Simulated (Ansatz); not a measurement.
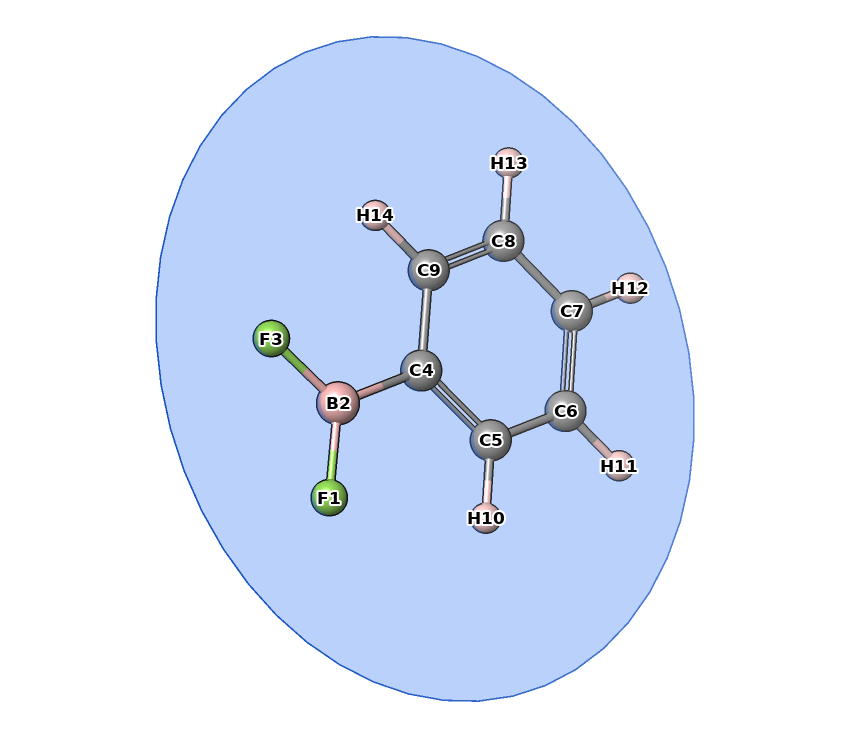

A disc through the centre of mass is drawn in. Depth is shown by fading: the farther an atom, the more it takes the colour of the background. The geometry was computed by an optimisation with PBE0-D4/def2-TZVP.

### Is the plane of the disc a mirror plane of the structure?

Yes. The reflection leaves F1, B2, F3, C4, C5, C6, C7, C8, C9, H10, H11, H12, H13, H14 in place. The point group is C2v.
